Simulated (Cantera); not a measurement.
Input: 1 mol Si(CH3)4, 4.4 mol HCl, a varied amount of H2, held at 1175 K and 17.3 Torr.

Equilibrium computed with Cantera from the NASA thermochemical tables; the gas is ideal and each condensed phase is pure. Candidate condensed phases: C, C6H6, C7H8, C8H18, Si, SiC; 109 gas species. The tables' values for SiCl3 are old estimates; treat these amounts as uncertain. Equilibrium is a limit: real reactors are often held back by kinetics, nucleation or transport.

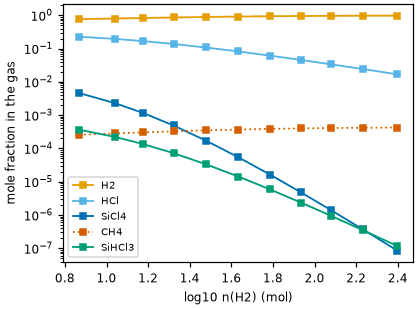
Fig. 1. Equilibrium gas composition (values under 1e-9 drawn at 1e-9)

From 7.4 mol H2 to 250 mol H2 the condensed part is C(graphite) + SiC(s). The main Si-bearing gas is SiCl4 at 7.4 mol H2 and SiCl2 at 250 mol H2. The share of Si in condensed phases is highest at 250 mol H2 (100.0 %) and lowest at 7.4 mol H2 (90.2 %).
